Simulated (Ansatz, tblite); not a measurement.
# The cluster Si3O6: removing and adding an electron

Aim: the energy of removing and adding an electron for the cluster Si3O6, by energy differences, and how well orbital energies stand in for it.

Computed with Ansatz 0.2.0, Gaussian basis. Level: as each input shows.

Levels to be run: charge +1 doublet, at the geometry of the singlet (PBE0-D4/def2-TZVP, PBE-D4/def2-TZVP, PBE-QIDH/def2-TZVP, CCSD(T)/def2-SVP); charge -1 doublet, at the geometry of the singlet (PBE0-D4/def2-TZVPD, PBE-D4/def2-TZVPD, PBE-QIDH/def2-TZVPD); the starting singlet's energies come from earlier runs.

2 further runs of the same task are left out: 2 set aside as unsound or not needed. Runs told in other sessions of the task aren't counted.

## (1) The structure

The singlet was relaxed beforehand with PBE0-D4/def2-SVP. At that level it is the lowest of the isomers that a small search found.

9 atoms, charge 0, spin multiplicity 1.

Atoms are counted from 1 here; the program's logs count them from 0.

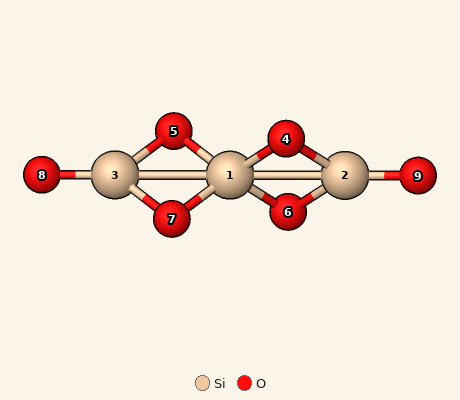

The geometry (silicon light orange, oxygen red); atoms are numbered from 1 in the order of the file.

## (2) Charge +1 doublet at the fixed geometry, PBE0-D4/def2-TZVP

The input, in.yaml:

```yaml
crystal:
  periodic: [false, false, false]
  atoms:
    - {symbol: Si, position_ang: [-0.000191, -0.000007, 0.000139]}
    - {symbol: Si, position_ang: [-1.020003, 1.698904, -1.318722]}
    - {symbol: Si, position_ang: [1.020078, -1.698870, 1.318709]}
    - {symbol: O, position_ang: [-0.209613, 1.652515, 0.154860]}
    - {symbol: O, position_ang: [-0.518801, -1.027026, 1.214583]}
    - {symbol: O, position_ang: [-0.805138, 0.036821, -1.465894]}
    - {symbol: O, position_ang: [1.532974, -0.662284, 0.096932]}
    - {symbol: O, position_ang: [1.668428, -2.778572, 2.156497]}
    - {symbol: O, position_ang: [-1.667734, 2.778519, -2.157103]}
basis:
  gaussian: {orbitals: def2-TZVP}
total_charge: 1
magnetization: {spin_polarized: true, initial_magnetization: 1}
hamiltonian: {xc: pbe0, dispersion: d4}
scf: {omitted_lower_state_checks: [starts]}
output: {orbitals: {seedname: orbitals}}
```

On the command line:

```sh
$ ansatz run in.yaml --threads 4 --pin off --events-out ev --progress --plain --max-ram 4787MiB
```

Output:

```text
Functional definition: PBE0
  name "PBE0"
  cite "Adamo & Barone, J. Chem. Phys. 110, 6158 (1999) doi:10.1063/1.478522"
  cite "Perdew, Burke & Ernzerhof, Phys. Rev. Lett. 77, 3865 (1996) doi:10.1103/PhysRevLett.77.3865"
  parent pbe
  parameter a = 0.25
  parameter kappa = 0.804
  parameter beta = 0.06672455060314922
  exchange = (1 - a)*pbe_x(kappa = kappa, mu = beta*pi^2/3) + a*exact_x
  correlation = pbe_c(beta = beta)
these checks for a lower state are left out or cut short: starts
1710 factors; their error is unknown
mean field evaluation 1: about -35867.5266 eV, gradient 9.4e1 eV
mean field evaluation 2: about -35586.4632 eV, gradient 1.9e2 eV
mean field evaluation 4: about -35874.1430 eV, gradient 6.8e1 eV
mean field evaluation 8: about -35889.4289 eV, gradient 3.3e1 eV
mean field evaluation 16: about -35895.6616 eV, gradient 8.2e-1 eV
mean field evaluation 32: about -35895.8456 eV, gradient 1.5e-5 eV
mean field -35895.84562766 eV, -1319.1479957384 hartree, gradient 7.1e-6 eV, S^2 0.763166; 0 other end points of the search recorded, 0 dependent functions left out
reference -35895.84566204 eV, -1319.1479970018 hartree; 45, 44 occupied and 252, 253 virtual orbitals, 1710 factors
Total energy: -35896.13795192 eV, -1319.1587384568 hartree
Checks for a lower state left out: starts
```

Run time: 45 s. Hardware: 4 threads of Intel Xeon 6975P-C, shared host; peak memory 1.4 GiB.

Report: HOMO -13.72 eV, LUMO -13.17 eV (over both spins); ⟨S²⟩ 0.763 (pure: 0.75).

## (3) Charge +1 doublet at the fixed geometry, PBE-D4/def2-TZVP

start.molden holds the orbitals of an earlier run on this state, given as this run's starting guess.

Edit in.yaml of step 2 so:

```diff
@@ -13,6 +13,6 @@
 basis:
-  gaussian: {orbitals: def2-TZVP}
+  gaussian: {orbitals: def2-TZVP, initial_orbitals: start.molden}
 total_charge: 1
 magnetization: {spin_polarized: true, initial_magnetization: 1}
-hamiltonian: {xc: pbe0, dispersion: d4}
+hamiltonian: {xc: pbe, dispersion: d4}
 scf: {omitted_lower_state_checks: [starts]}
```

Same command.

Output:

```text
Functional definition: PBE
  name "PBE"
  cite "Perdew, Burke & Ernzerhof, Phys. Rev. Lett. 77, 3865 (1996) doi:10.1103/PhysRevLett.77.3865"
  parent pbe
  parameter kappa = 0.804
  parameter beta = 0.06672455060314922
  exchange = pbe_x(kappa = kappa, mu = beta*pi^2/3)
  correlation = pbe_c(beta = beta)
these checks for a lower state are left out or cut short: starts
1662 factors; their error is unknown
mean field evaluation 1: about -35894.7507 eV, gradient 1.1e1 eV
mean field evaluation 2: about -35895.0312 eV, gradient 3.3e-1 eV
mean field evaluation 4: about -35895.0138 eV, gradient 1.2e-1 eV
mean field evaluation 8: about -35895.0138 eV, gradient 4.0e-5 eV
mean field evaluation 16: about -35895.0138 eV, gradient 5.2e-5 eV
mean field -35895.01383876 eV, -1319.1174280603 hartree, gradient 1.0e-5 eV, S^2 0.753993; 0 other end points of the search recorded, 0 dependent functions left out
reference -35895.01388535 eV, -1319.1174297723 hartree; 45, 44 occupied and 252, 253 virtual orbitals, 1662 factors
Total energy: -35895.35618945 eV, -1319.1300092159 hartree
Checks for a lower state left out: starts
```

It took 4.7 s on 4 threads of Intel Xeon 6975P-C, shared host.

HOMO -13.64 eV, LUMO -13.62 eV (over both spins); ⟨S²⟩ 0.754 (pure: 0.75).

## (4) Charge +1 doublet at the fixed geometry, PBE-QIDH/def2-TZVP

Edit in.yaml of step 3 so:

```diff
@@ -16,4 +16,3 @@
 magnetization: {spin_polarized: true, initial_magnetization: 1}
-hamiltonian: {xc: pbe, dispersion: d4}
+hamiltonian: {xc: {name: PBE-QIDH}}
 scf: {omitted_lower_state_checks: [starts]}
-output: {orbitals: {seedname: orbitals}}
```

The command is unchanged.

Output, cut to the lines that bear on the results:

```text
Functional definition: PBE-QIDH
  name "PBE-QIDH"
  cite "Brémond, Sancho-García, Pérez-Jiménez & Adamo, J. Chem. Phys. 141, 031101 (2014) doi:10.1063/1.4890314"
  cite "Perdew, Burke & Ernzerhof, Phys. Rev. Lett. 77, 3865 (1996) doi:10.1103/PhysRevLett.77.3865"
[...]
1866 factors; integrals over basis functions are off by at most 1.2e-3 eV
[...]
mean field -35870.05593490 eV, -1318.2002420105 hartree, gradient 2.4e-6 eV, S^2 0.754429; 0 other end points of the search recorded, 0 dependent functions left out
21 core orbitals not correlated: weight in the atoms' cores, before any rotation towards them, 1.000 or more for the frozen orbitals, at most 0.000 for the correlated occupied ones
reference -35870.05594812 eV, -1318.2002424963 hartree; 24, 23 occupied and 252, 253 virtual orbitals, 1866 factors
second order -50.13651988 eV of doubles, -0.00000000 eV of singles
Total energy: -35886.76812142 eV, -1318.8144035369 hartree
Checks for a lower state left out: starts
```

It took 19 s on 4 threads of Intel Xeon 6975P-C, shared host; peak memory 1.4 GiB.

⟨S²⟩ 0.754 (pure: 0.75).

## (5) Charge +1 doublet at the fixed geometry, CCSD(T)/def2-SVP

Edit in.yaml of step 4 so:

```diff
@@ -13,6 +13,7 @@
 basis:
-  gaussian: {orbitals: def2-TZVP, initial_orbitals: start.molden}
+  gaussian: {orbitals: def2-SVP, initial_orbitals: start.molden}
 total_charge: 1
 magnetization: {spin_polarized: true, initial_magnetization: 1}
-hamiltonian: {xc: {name: PBE-QIDH}}
-scf: {omitted_lower_state_checks: [starts]}
+correlation: {method: ccsd_t}
+scf: {omitted_lower_state_checks: [starts, cluster_reference]}
+output: {orbitals: {seedname: orbitals}}
```

Same command.

Output, cut to the lines that bear on the results:

```text
Functional definition: HF
  name "HF"
  cite "Fock, Z. Phys. 61, 126 (1930) doi:10.1007/BF01340294"
  parent pbe
[...]
1256 factors; integrals over basis functions are off by at most 6.0e-4 eV
[...]
mean field -35789.28844217 eV, -1315.2320913987 hartree, gradient 2.8e-6 eV, S^2 0.755341; 0 other end points of the search recorded, 0 dependent functions left out
21 core orbitals not correlated: weight in the atoms' cores, before any rotation towards them, 1.000 or more for the frozen orbitals, at most 0.000 for the correlated occupied ones
reference -35789.28844217 eV, -1315.2320913987 hartree; 24, 23 occupied and 93, 94 virtual orbitals, 1256 factors
second order -35.11632902 eV of doubles, -0.00000000 eV of singles
cycle   1  -34.17694567 eV  change    9.4e-1 eV  update   1.8e-1
[...]
cycle  17  -35.45850893 eV  change   -2.4e-5 eV  update   2.7e-5
perturbative correction -1.08974303 eV, -0.0400473177 hartree
Total energy: -35825.83669413 eV, -1316.5752148850 hartree
Checks for a lower state left out: starts, cluster_reference
```

It took 39 s on 4 threads of Intel Xeon 6975P-C, shared host; peak memory 2.6 GiB.

Report: Hartree-Fock HOMO -16.22 eV, LUMO -8.20 eV (over both spins); ⟨S²⟩ 0.755 (pure: 0.75); T1 0.020.

## (6) Vertical ionisation energy

Charged state less starting state, singlet to doublet; the starting state's energies are those of its earlier runs.

Differences are taken before rounding.

| method | vertical ionisation energy (eV) | from CCSD(T)/def2-SVP (eV) | time |
| --- | --- | --- | --- |
| HF/def2-SVP | 10.44 | -1.38 |  |
| PBE-D4/def2-TZVP | 10.87 | -0.95 | 6.7 s |
| PBE0-D4/def2-TZVP | 11.44 | -0.38 | 51 s |
| PBE-QIDH/def2-TZVP | 12.13 | +0.32 | 26 s |
| MP2/def2-SVP | 12.13 | +0.32 |  |
| CCSD/def2-SVP | 11.75 | -0.06 |  |
| CCSD(T)/def2-SVP | 11.82 | 0 | 47 s |

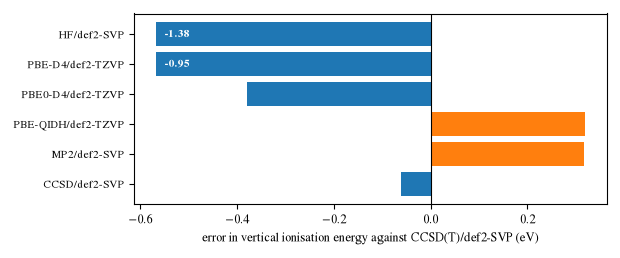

Error of each method against CCSD(T)/def2-SVP. Bars with a number in them are cut short.

Times add the two runs; a level without a time comes out of a correlated run.

Beside −ε(HOMO) of the starting state:

| level | −ε(HOMO) (eV) | by difference (eV) | mismatch (eV) |
| --- | --- | --- | --- |
| PBE-D4/def2-TZVP | 8.08 | 10.87 | -2.79 |
| PBE0-D4/def2-TZVP | 9.68 | 11.44 | -1.75 |

## (7) Charge -1 doublet at the fixed geometry, PBE0-D4/def2-TZVPD

Edit in.yaml of step 5 so:

```diff
@@ -13,7 +13,7 @@
 basis:
-  gaussian: {orbitals: def2-SVP, initial_orbitals: start.molden}
-total_charge: 1
+  gaussian: {orbitals: def2-TZVPD}
+total_charge: -1
 magnetization: {spin_polarized: true, initial_magnetization: 1}
-correlation: {method: ccsd_t}
-scf: {omitted_lower_state_checks: [starts, cluster_reference]}
+hamiltonian: {xc: pbe0, dispersion: d4}
+scf: {omitted_lower_state_checks: [starts]}
 output: {orbitals: {seedname: orbitals}}
```

The command is unchanged.

Output, cut to the lines that bear on the results:

```text
Functional definition: PBE0
  name "PBE0"
  cite "Adamo & Barone, J. Chem. Phys. 110, 6158 (1999) doi:10.1063/1.478522"
  cite "Perdew, Burke & Ernzerhof, Phys. Rev. Lett. 77, 3865 (1996) doi:10.1103/PhysRevLett.77.3865"
  parent pbe
[...]
1992 factors; their error is unknown
the host lacks memory for fits, so the integrals are decomposed
2242 factors; integrals over basis functions are off by at most 1.0e-3 eV
[...]
mean field -35908.97604775 eV, -1319.6305297767 hartree, gradient 5.2e-5 eV, S^2 0.754720; 0 other end points of the search recorded, 0 dependent functions left out
reference -35908.97609447 eV, -1319.6305314936 hartree; 46, 45 occupied and 323, 324 virtual orbitals, 2242 factors
Total energy: -35909.31090125 eV, -1319.6428354159 hartree
Checks for a lower state left out: starts
```

It took 13 s on 4 threads of Intel Xeon 6975P-C, shared host; peak memory 2.2 GiB.

HOMO -0.18 eV, LUMO 1.43 eV (over both spins); ⟨S²⟩ 0.755 (pure: 0.75).

## (8) Charge -1 doublet at the fixed geometry, PBE-D4/def2-TZVPD

Edit in.yaml of step 7 so:

```diff
@@ -13,6 +13,6 @@
 basis:
-  gaussian: {orbitals: def2-TZVPD}
+  gaussian: {orbitals: def2-TZVPD, initial_orbitals: start.molden}
 total_charge: -1
 magnetization: {spin_polarized: true, initial_magnetization: 1}
-hamiltonian: {xc: pbe0, dispersion: d4}
+hamiltonian: {xc: pbe, dispersion: d4}
 scf: {omitted_lower_state_checks: [starts]}
```

Launched as before.

Output:

```text
Functional definition: PBE
  name "PBE"
  cite "Perdew, Burke & Ernzerhof, Phys. Rev. Lett. 77, 3865 (1996) doi:10.1103/PhysRevLett.77.3865"
  parent pbe
  parameter kappa = 0.804
  parameter beta = 0.06672455060314922
  exchange = pbe_x(kappa = kappa, mu = beta*pi^2/3)
  correlation = pbe_c(beta = beta)
these checks for a lower state are left out or cut short: starts
1929 factors; their error is unknown
mean field evaluation 1: about -35907.5631 eV, gradient 1.1e1 eV
mean field evaluation 2: about -35907.8240 eV, gradient 3.1e-1 eV
mean field evaluation 4: about -35907.8143 eV, gradient 1.1e-1 eV
mean field evaluation 8: about -35907.8143 eV, gradient 1.8e-5 eV
mean field -35907.81429209 eV, -1319.5878360436 hartree, gradient 1.8e-5 eV, S^2 0.753652; 0 other end points of the search recorded, 0 dependent functions left out
reference -35907.81435350 eV, -1319.5878383003 hartree; 46, 45 occupied and 323, 324 virtual orbitals, 1929 factors
Total energy: -35908.20636518 eV, -1319.6022444637 hartree
Checks for a lower state left out: starts
```

Run time: 7.5 s. Hardware: 4 threads of Intel Xeon 6975P-C, shared host; peak memory 0.95 GiB.

Report: HOMO 0.20 eV, LUMO 0.64 eV (over both spins); ⟨S²⟩ 0.754 (pure: 0.75). Doubts: highest occupied level lies above zero.

## (9) Charge -1 doublet at the fixed geometry, PBE-QIDH/def2-TZVPD

Edit in.yaml of step 8 so:

```diff
@@ -16,4 +16,3 @@
 magnetization: {spin_polarized: true, initial_magnetization: 1}
-hamiltonian: {xc: pbe, dispersion: d4}
+hamiltonian: {xc: {name: PBE-QIDH}}
 scf: {omitted_lower_state_checks: [starts]}
-output: {orbitals: {seedname: orbitals}}
```

Same command.

Output, cut to the lines that bear on the results:

```text
Functional definition: PBE-QIDH
  name "PBE-QIDH"
  cite "Brémond, Sancho-García, Pérez-Jiménez & Adamo, J. Chem. Phys. 141, 031101 (2014) doi:10.1063/1.4890314"
  cite "Perdew, Burke & Ernzerhof, Phys. Rev. Lett. 77, 3865 (1996) doi:10.1103/PhysRevLett.77.3865"
[...]
2242 factors; integrals over basis functions are off by at most 1.0e-3 eV
[...]
mean field -35882.43894760 eV, -1318.6553093337 hartree, gradient 2.0e-6 eV, S^2 0.756938; 0 other end points of the search recorded, 0 dependent functions left out
21 core orbitals not correlated: weight in the atoms' cores, before any rotation towards them, 1.000 or more for the frozen orbitals, at most 0.000 for the correlated occupied ones
reference -35882.43896641 eV, -1318.6553100248 hartree; 25, 24 occupied and 323, 324 virtual orbitals, 2242 factors
second order -54.17813964 eV of doubles, -0.00000000 eV of singles
Total energy: -35900.49834629 eV, -1319.3189799944 hartree
Checks for a lower state left out: starts
```

It took 20 s on 4 threads of Intel Xeon 6975P-C, shared host; peak memory 2.1 GiB.

⟨S²⟩ 0.757 (pure: 0.75).

## (10) Vertical electron affinity

Starting state less charged state (positive: the electron is bound), singlet to doublet; the starting state's energies are those of its earlier runs.

| level | vertical electron affinity (eV) | time |
| --- | --- | --- |
| PBE-D4/def2-TZVPD | +1.88 | 11 s |
| PBE0-D4/def2-TZVPD | +1.66 | 20 s |
| PBE-QIDH/def2-TZVPD | +1.44 | 32 s |

Times add the two runs; a level without a time comes out of a correlated run.

Beside −ε(LUMO) of the starting state:

| level | −ε(LUMO) (eV) | by difference (eV) | mismatch (eV) |
| --- | --- | --- | --- |
| PBE-D4/def2-TZVPD | 3.98 | 1.88 | +2.09 |
| PBE0-D4/def2-TZVPD | 3.11 | 1.66 | +1.45 |
| PBE-QIDH/def2-TZVPD | 1.39 | 1.44 | -0.05 |

## (11) Summary of results

```
                                             quantity                                  value
 vertical ionisation energy, functionals in def2-TZVP  10.87 (PBE-D4) to 12.13 eV (PBE-QIDH)
         vertical ionisation energy, CCSD(T)/def2-SVP                               11.82 eV
vertical electron affinity, functionals in def2-TZVPD    1.44 (PBE-QIDH) to 1.88 eV (PBE-D4)
```

In words: The vertical ionisation energy spans 10.87 to 12.13 eV over the functionals, beside 11.82 eV from CCSD(T)/def2-SVP. −ε(HOMO) misses the level's own difference by -1.75 eV at best (PBE0-D4) and -2.79 eV at worst (PBE-D4). The yardstick is in a double-zeta basis, so levels in larger sets aren't compared like for like. The reference is CCSD(T) in one finite basis, so it carries an error of its own, often a tenth of an eV or more, and near misses can't be ranked. The vertical electron affinity spans 1.44 to 1.88 eV over the functionals. −ε(LUMO) misses the level's own difference by -0.05 eV at best (PBE-QIDH) and +2.09 eV at worst (PBE-D4).

The anion's highest level is positive in at least one run, so there the basis alone may hold the extra electron.
